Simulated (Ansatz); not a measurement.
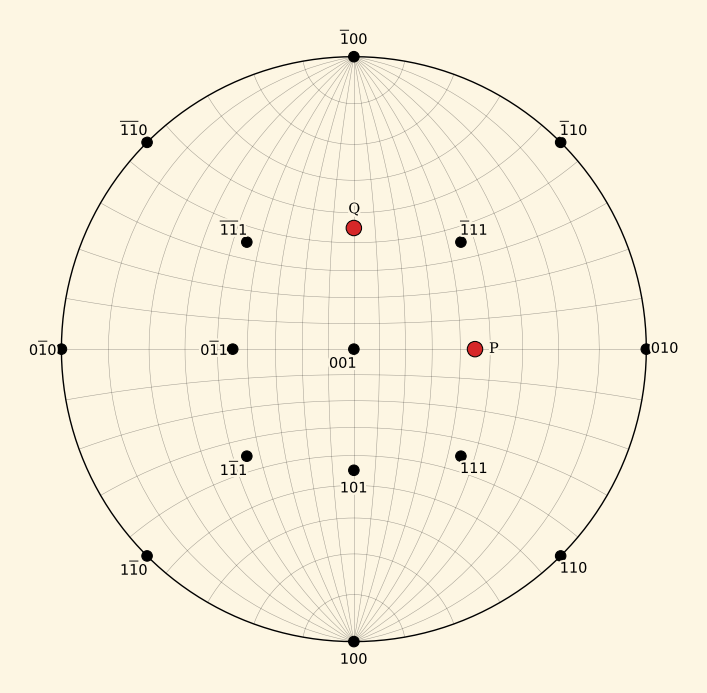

Crystal: Eu, the input geometry of an electronic-structure calculation (not necessarily at equilibrium). Stereographic projection of plane normals (upper hemisphere) centred on (0 0 1). The drawing is computed from the coordinates (standard cell, symmetry found to 0.002 Å).

a = 4.455 Å, b = 4.455 Å, c = 4.455 Å, α = 90.00°, β = 90.00°, γ = 90.00°.

**Index the poles marked P, Q.**

P is (0 1 1), 45.0° from the centre; Q is (−1 0 1), 45.0° from the centre.

**What is the angle between the normals of (1 1 0) and (−1 0 1), and what are their d_hkl = 1/|g|?**

120.0°; d = 3.150 Å and 3.150 Å.
